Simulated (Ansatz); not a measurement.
# O2 (oxygen) at UHSE06/STO-3G

Aim: the vertical electron affinity of O2 (oxygen) at UHSE06/STO-3G, from 2 runs. 

The results are computed with Ansatz 0.2.0.

35 further runs of the same task are left out: 14 that didn't finish, 21 set aside as unsound or not needed.

## Step 1: The molecule

O2 has 2 atoms, charge 0, and is taken as a triplet. SMILES: `O=O`. The shape is that of a PBE0-D4/def2-TZVP optimisation.

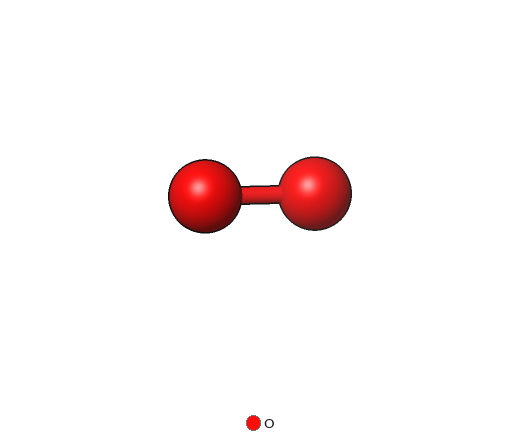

The structure, seen from a chosen angle (oxygen red).

## Step 2: The energy at UHSE06/STO-3G

File in.yaml:

```yaml
crystal:
  periodic: [false, false, false]
  atoms:
    - {symbol: O, position_ang: [0.509550, -0.164850, 0.262450]}
    - {symbol: O, position_ang: [-0.509550, 0.164850, -0.262450]}
basis:
  gaussian:
    orbitals: STO-3G
magnetization:
  spin_polarized: true
  initial_magnetization: 2
hamiltonian:
  xc: hse06
accuracy: high
```

Started as:

```sh
$ ansatz run in.yaml --threads 1 --pin off --max-ram 3480MiB --events-out events.jsonl --progress --plain --runs-dir runs
```

The program printed:

```text
Warning: RAYON_NUM_THREADS=1 ignored (pool sized by the plan → 1); use --threads N
Functional definition: HSE06
  name "HSE06"
  parameter a = 0.25
  parameter omega = 0.11/bohr
  exchange = pbe_x - a*pbe_x_sr(omega) + a*exact_x_sr(omega)
  correlation = pbe_c
149 factors; integrals over basis functions are off by at most 4.0e-8 eV
31 factors; integrals over basis functions are off by at most 3.1e-10 eV
mean field evaluation 1: about -4030.9993 eV, gradient 5.0e0 eV
mean field evaluation 2: about -4031.1575 eV, gradient 4.5e-1 eV
mean field evaluation 4: about -4031.1692 eV, gradient 1.5e-1 eV
mean field evaluation 8: about -4031.1694 eV, gradient 3.4e-4 eV
mean field -4031.16937610 eV, -148.1427421468 hartree, gradient 7.3e-9 eV, S^2 2.000877; 0 other end points of the search recorded, 0 dependent functions left out
reference -4031.16937668 eV, -148.1427421684 hartree; 9, 7 occupied and 1, 3 virtual orbitals, 149 factors
Total energy: -4031.16937668 eV, -148.1427421684 hartree
```

It took 0.79 s on 1 thread of Arm Neoverse V1, shared host.

## Step 3: The doublet anion at the same level

File input.yaml:

```yaml
crystal:
  periodic: [false, false, false]
  atoms:
    - symbol: O
      position_ang: [0.509550, -0.164850, 0.262450]
    - symbol: O
      position_ang: [-0.509550, 0.164850, -0.262450]
basis:
  gaussian:
    orbitals: STO-3G
hamiltonian:
  xc: {name: HSE06}
accuracy: high
magnetization:
  spin_polarized: true
  initial_magnetization: 1
total_charge: -1
```

Started as:

```sh
$ ansatz run input.yaml --threads 1 --pin off --max-ram 3480MiB --events-out events.jsonl --progress --plain --runs-dir runs
```

The program printed, cut to the lines that bear on the results:

```text
Warning: RAYON_NUM_THREADS=1 ignored (pool sized by the plan → 1); use --threads N
[... 6 set-up lines as earlier in the session ...]
149 factors; integrals over basis functions are off by at most 4.0e-8 eV
31 factors; integrals over basis functions are off by at most 3.1e-10 eV
mean field evaluation 1: about -4023.4882 eV, gradient 5.5e0 eV
mean field evaluation 2: about -4023.6711 eV, gradient 4.2e-1 eV
mean field evaluation 4: about -4023.6919 eV, gradient 9.5e-2 eV
mean field evaluation 8: about -4023.6920 eV, gradient 4.0e-5 eV
mean field -4023.69197322 eV, -147.8679526594 hartree, gradient 2.0e-9 eV, S^2 0.750197; 0 other end points of the search recorded, 0 dependent functions left out
reference -4023.69197382 eV, -147.8679526815 hartree; 9, 8 occupied and 1, 2 virtual orbitals, 149 factors
Total energy: -4023.69197382 eV, -147.8679526815 hartree
```

It took 0.85 s on 1 thread of Arm Neoverse V1, shared host.

## Step 4: Outcome

Level: UHSE06/STO-3G.

| quantity | value |
| --- | --- |
| triplet O2: total energy | -148.14274 Eh |
| triplet O2: ⟨S²⟩ | 2.001 |
| doublet anion: total energy | -147.86795 Eh |
| doublet anion: ⟨S²⟩ | 0.750 |
| vertical electron affinity (to the doublet anion) | -7.477 eV |

In words: The anion lies 7.48 eV (721 kJ/mol) above the neutral: the electron isn't bound at this level, and such a value depends on the basis. Without diffuse functions anions come out too high. In a minimal basis such a difference can be off by several eV, whatever the method.
